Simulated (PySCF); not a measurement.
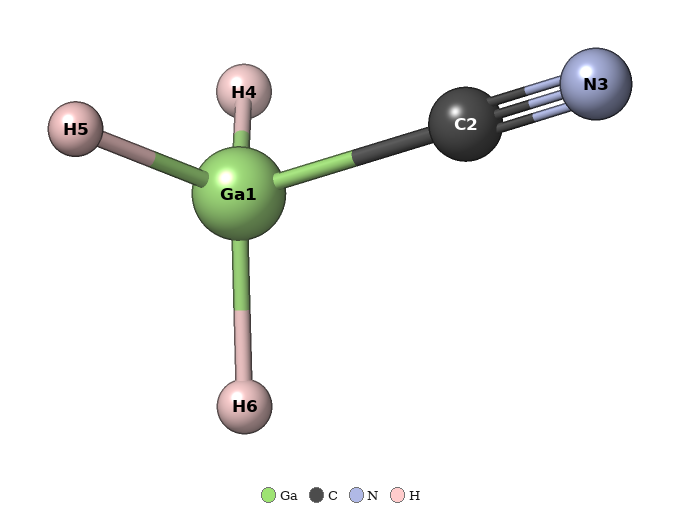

State: charge −1, singlet. The geometry was computed by an optimisation with PBE0-D3(BJ)/def2-SVP. No frequency run is at hand to confirm it as a minimum. Method: PBE/pcJ-1 (pcSseg-1 on Ga) indirect spin-spin coupling, non-relativistic, gas phase (PySCF 2.14.0). Isotopes: 13C, 1H, 15N.

Give the spin–spin coupling constants of these pairs, with the number of bonds between them: C2/N3, C2/H4, C2/H6, C2/H5, H4/H5, H4/H6, N3/H4, N3/H5, N3/H6.

```csv
pair,bonds apart,J (Hz)
"C2, N3",1,−5.4
"C2, H4",2,6.1
"C2, H6",2,6.2
"C2, H5",2,6.1
"H4, H5",2,4.3
"H4, H6",2,4.3
"N3, H4",3,−0.7
"N3, H5",3,−0.7
"N3, H6",3,−0.7
```
